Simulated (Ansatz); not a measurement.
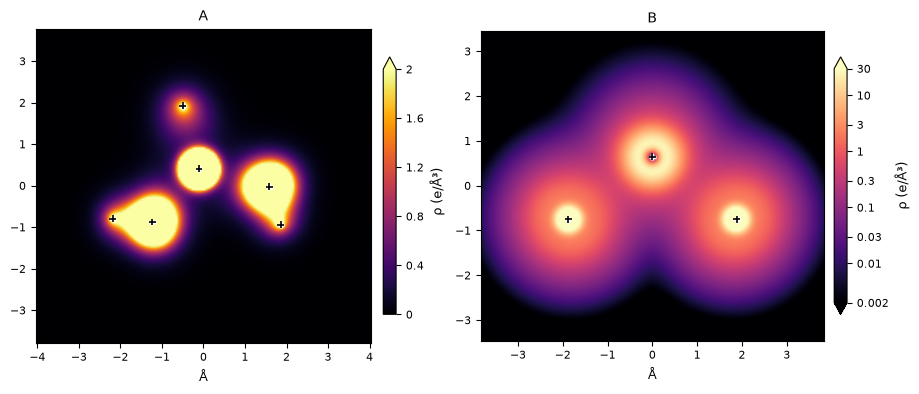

The electron density of 2 systems, each on a plane through atoms (crosses mark nuclei in the plane).

Method: RKS PBE0-D4/def2-SVP in Ansatz 0.2.0.

System 1: AlH3O2···H2, the plane of atoms Al1, O3 and H4. Not at a stationary point (largest force 1.8 eV/Å).

```yaml
atoms:
  - { symbol: Al, position_ang: [0.0672, 0.5137, -0.2521] }
  - { symbol: H, position_ang: [-0.1758, -0.2909, 2.3755] }
  - { symbol: O, position_ang: [1.6039, -0.0708, -0.6854] }
  - { symbol: H, position_ang: [1.7910, -0.8697, -1.1798] }
  - { symbol: H, position_ang: [-1.2911, -0.1611, -0.6685] }
  - { symbol: O, position_ang: [0.0086, 2.0089, 0.6470] }
  - { symbol: H, position_ang: [0.8152, 2.4893, 0.8472] }
  - { symbol: H, position_ang: [-0.1549, 0.3966, 2.1589] }
```

System 2: Cl2H2Sn, the plane of atoms Cl2, Sn1 and Cl5. Core potentials replace the inner electrons of Sn.

```csv
atom,x (Å),y (Å),z (Å)
Sn,0.3620,0.0414,0.0768
Cl,0.6973,-0.0297,2.3944
H,1.8874,-0.0712,-0.6699
H,-0.6171,1.3918,-0.2625
Cl,-0.8526,-1.8791,-0.4935
```

Q: Match each panel to its system.

A: Panel A is system 1, AlH3O2···H2: the plane holds Al, O and H. Al1···H4 (2.40 Å): the density falls to about 0.71 e/Å³ on the way. Panel B is system 2, Cl2H2Sn: the plane holds Sn and Cl. Sn–Cl (2.34 Å): ρ at the midpoint is about 0.55 e/Å³.
